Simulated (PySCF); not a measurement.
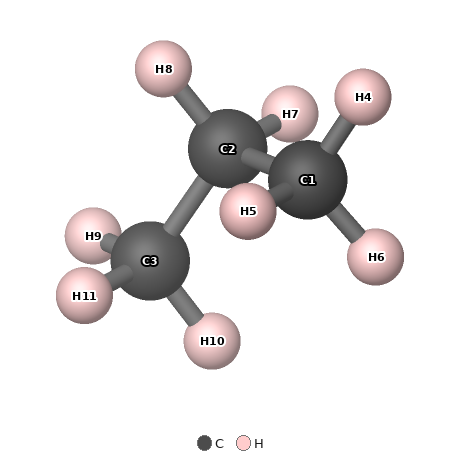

C₃H₈ (propane), SMILES CCC. Simulated ¹H spectrum at 90 MHz, line width 0.6 Hz, from GIAO shifts (PBE0/cc-pVTZ, against TMS) and couplings (KT2/pcJ-1), PySCF, at a PBE0-D3(BJ)/def2-SVP geometry (no frequency check). Gas phase, values of one conformer, averaged over methyl-type rotors and exact or near symmetry; couplings among ¹H are treated exactly, other nuclei are left out. The spin-dipole term of J is left out for all pairs.

**Give the shifts and couplings that make up the spectrum.**

```
δ (ppm)  nuclei                     atoms
   1.36       2                    H7, H8
   0.91       6  H4, H5, H6, H9, H10, H11
```


```tsv
pair	J (Hz)
H7/H8 – H4/H5/H6/H9/H10/H11	9.5
```

Not listed: couplings under 0.5 Hz, those between magnetically equivalent nuclei.

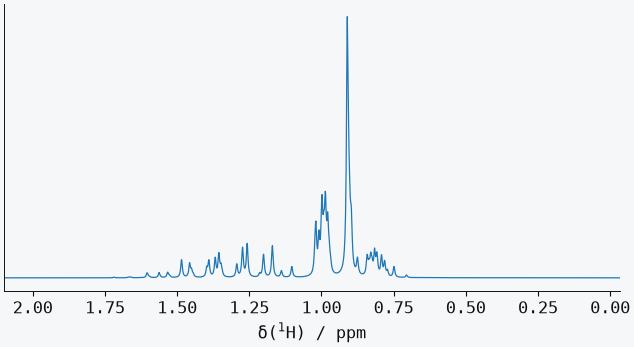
